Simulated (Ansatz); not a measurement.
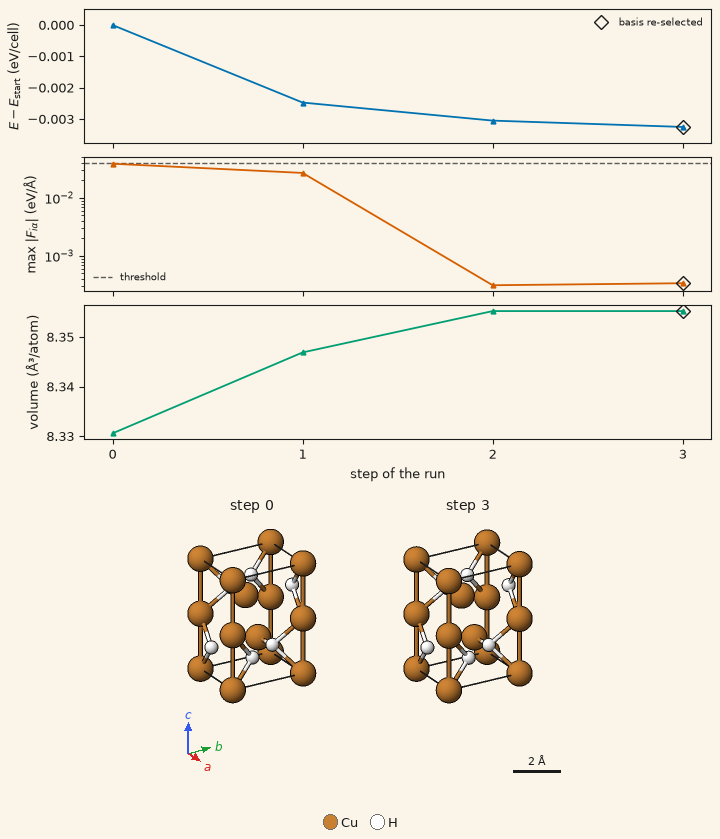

First and last geometry of a relaxation of crystalline Cu$_{2}$H$_{3}$ (a generated structure, set up in P6_3/m) (coarse preliminary run), with the history of the run. A ball-and-stick model of the cell of the calculation, seen slightly off an axis.

The calculation used DFT PBE, scalar-relativistic, plane waves, PAW in Ansatz. (plane-wave cutoff 420 eV; k-point mesh 6 × 6 × 4; occupations gaussian; smearing width 0.1 eV; no spin polarisation; cell and atoms relaxed; force threshold 0.04 eV/Å; at most 70 steps)

Read the history and describe the run.

It converged. The largest moves relative to the cell, 0.006 Å, are those of H atoms. Cu stays in place. The drawn cell changes as follows: a = b 4.477 → 4.497 Å (+0.5 %), c 4.800 → 4.770 Å (−0.6 %); the volume changes by +0.3 %. Near-neighbour distances that change, for instance: Cu–Cu 2.400 → 2.385 Å, Cu–H 1.635 → 1.642 Å, Cu–H 1.788 → 1.784 Å. The space group stays P6_3/m (No. 176). After 2 accepted moves (3 points after the start) the energy has fallen by 3.3 meV per cell of the calculation. The largest force component goes from 0.039 to 0.00034 eV/Å. Pressure: 0.03 GPa at the start and 0.02 GPa at the end. At 1 point the geometry stayed and the basis and grid were re-selected for the new cell (energy shift of 0.2 meV per cell of the calculation at most each time).
